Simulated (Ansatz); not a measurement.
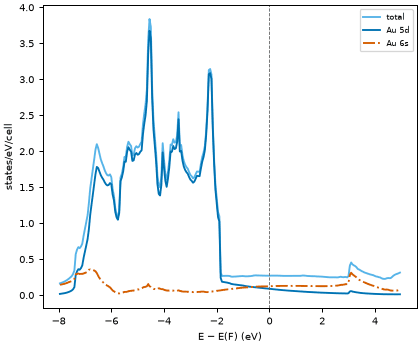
Fig. 1. Total and projected density of states of Au (fcc (Cu type), space group No. 225), r²SCAN in the plane-wave PAW code Ansatz

Q: Which orbitals carry the states next to the Fermi level?

A: Within 0.5 eV of the Fermi level: Au 6s 46 %, Au 5d 32 %, outside the projected shells 22 %. Projections are on Löwdin-orthogonalised atomic valence shells; empty p or d shells of many metals are not among them.

Q: Where is the tallest occupied peak in this window, and what makes it?

A: Near -4.5 eV, about 3.8 states/eV per cell; the largest projected share is Au 5d.

Space group Fm-3m (fcc (Cu type)). The r²SCAN relaxation kept the symmetry of its start. Spin–orbit coupling is left out wherever it is not named.

Potentials: the earlier of the program's two PAW sets.
